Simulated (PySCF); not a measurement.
# [NO2]+ (SMILES O=[N+]=O): CAM-B3LYP/6-31G(d) (spherical functions)

What is the vertical ionisation energy of [NO2]+ at CAM-B3LYP/6-31G* (spherical functions)? 

The results are computed with PySCF 2.14.0.

### 1 The molecule

[NO2]+ has 3 atoms, charge +1, and is taken as a singlet. As SMILES, `O=[N+]=O`. Geometry: relaxed at PBE0-D4/def2-TZVP.

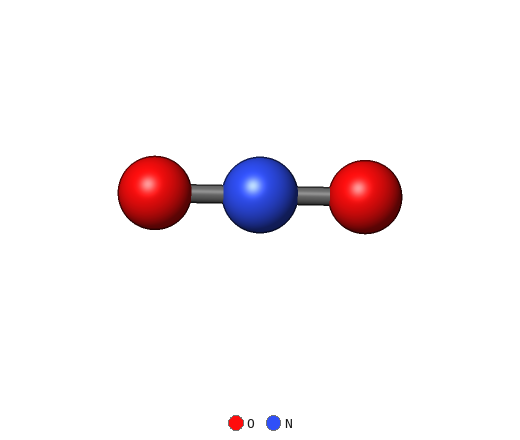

The structure, seen from a chosen angle (oxygen red, nitrogen blue).

### 2 A single-point energy at CAM-B3LYP/6-31G(d) (spherical functions)

Contents of calc.py:

```python
# nitryl ion
from pyscf import gto, dft

mol = gto.M(
    atom='O -0.572980 0.927020 -0.209580; N -0.000010 -0.000010 -0.000000; O 0.572990 -0.927010 0.209580',
    charge=1,
    verbose=3,
    max_memory=1860,
    basis='6-31g*',
)

ks = dft.RKS(mol, xc='cam-b3lyp')
ks.grids.level = 8
ks.conv_tol = 1e-10
ks.kernel()
if not ks.converged:
    ks = ks.newton().run(ks.mo_coeff, ks.mo_occ)

etot = ks.e_tot
print('Final energy', etot)
```

Command:

```console
OMP_NUM_THREADS=1 python calc.py
```

Log:

```text
converged SCF energy = -204.634446321249
Final energy -204.63444632124907
```

It took 9 s on 1 thread of Arm Neoverse V1, shared host; peak memory 0.26 GiB.

### 3 Doublet [NO2]2+ at the same level

Contents of job.py:

```python
from pyscf import gto, dft

mol = gto.M(
    atom=[
    ('O', (-0.572980, 0.927020, -0.209580)),
    ('N', (-0.000010, -0.000010, -0.000000)),
    ('O', (0.572990, -0.927010, 0.209580)),
],
    basis='6-31g*',
    spin=1,
    charge=2,
    max_memory=1860,
    verbose=3,
)

ks = dft.UKS(mol)
ks.xc = 'cam-b3lyp'
ks.grids.level = 8
ks.conv_tol = 1e-10
ks.kernel()
if not ks.converged:
    ks = ks.newton().run(ks.mo_coeff, ks.mo_occ)

e_final = ks.e_tot
print('Final energy', e_final)
```

Command:

```console
OMP_NUM_THREADS=1 python job.py
```

Log:

```text
WARN: HOMO -0.445813725857105 >= LUMO -0.445813725857106

converged SCF energy = -203.724645650305  <S^2> = 0.79218189  2S+1 = 2.0417462
Final energy -203.7246456503047
```

Run time: 21 s. Hardware: 1 thread of Arm Neoverse V1, shared host; peak memory 0.28 GiB.

### 4 Summary of results

Level: CAM-B3LYP/6-31G* (spherical functions).

| quantity | value |
| --- | --- |
| singlet [NO2]+: total energy | -204.63445 Eh |
| singlet [NO2]+: HOMO energy | -22.61 eV |
| singlet [NO2]+: LUMO energy | -9.58 eV |
| singlet [NO2]+: HOMO–LUMO gap | 13.03 eV |
| doublet [NO2]2+: total energy | -203.72465 Eh |
| doublet [NO2]2+: HOMO energy (highest over α and β) | -33.44 eV |
| doublet [NO2]2+: LUMO energy (lowest over α and β) | -26.87 eV |
| doublet [NO2]2+: ⟨S²⟩ | 0.792 |
| vertical ionisation energy (to the doublet dication) | 24.757 eV |

Removing an electron at fixed nuclei costs 24.76 eV (571 kcal/mol). The negative HOMO energy of the first species, 22.61 eV, lies 2.15 eV below that difference.
